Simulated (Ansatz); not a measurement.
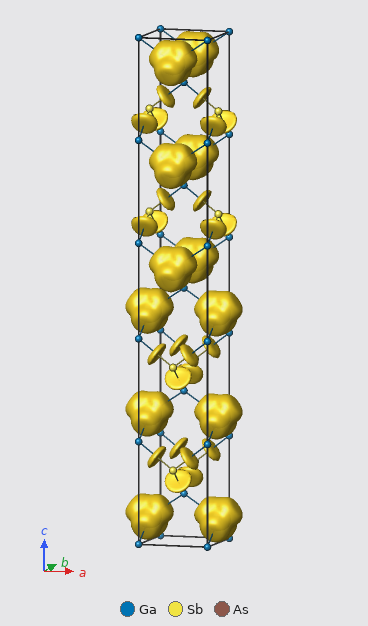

The picture shows: Ga5Sb2As3. Isosurface of the ELF at 0.6 (yellow), seen slightly off an axis. Only the valence region is drawn (cores and ρ < 0.01 e/Å³ removed). Sticks mark near contacts.

Space group I-4m2; a structure generated by program, which may or may not match a known phase; computed pressure about −4 GPa in this cell.

Method: DFT LDA, scalar-relativistic, plane waves, PAW in Ansatz.

Core electrons are frozen (PAW), and the valence fields are smoothed inside the atomic spheres.

Where are the electrons localised?

At this value the surface marks out 16 regions between bonded Ga–Sb atoms and six regions on As in which the atom's valence shell and bonds are merged, counted in one cell of 20 atoms. Any copies at cell faces, edges or corners count once. Along the contacts the grid gives the following. Ga–As (2.52 Å): the ELF peaks at about 0.75 between the atoms. Ga–Sb (2.64 Å): the ELF peaks at about 0.70 between the atoms.
